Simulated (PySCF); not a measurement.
SMILES C[CH](C)[Mg][OH] (C3H8MgO) at its B3LYP/def2-SVP optimised geometry (Å):

```
13

Mg    -0.5518     0.0534     0.0000
C      1.5712     0.0534     0.0000
C      2.1689     0.9865    -1.0663
C      2.1627    -1.3621    -0.1090
H      1.8550     0.4571     0.9919
H      3.2771     1.0034    -1.0207
H      1.9078     0.6697    -2.0924
H      1.8304     2.0314    -0.9556
H      1.8171    -2.0314     0.6980
H      3.2708    -1.3478    -0.0593
H      1.9036    -1.8502    -1.0660
O     -2.3239     0.0342     0.0077
H     -3.2771     0.0717    -0.0068
```

Computed with B3LYP/def2-TZVP in PySCF. Cells within 0.4 Å of a nucleus heavier than hydrogen are left out (blank, or x).

Map of the deformation density (molecule minus spherical neutral atoms) (e/bohr³) on the plane z = 0.0 Å:

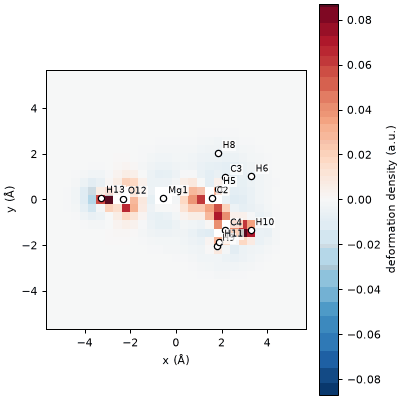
Figure: Deformation density (molecule minus spherical neutral atoms) (e/bohr³) on the plane z = 0.0 Å.
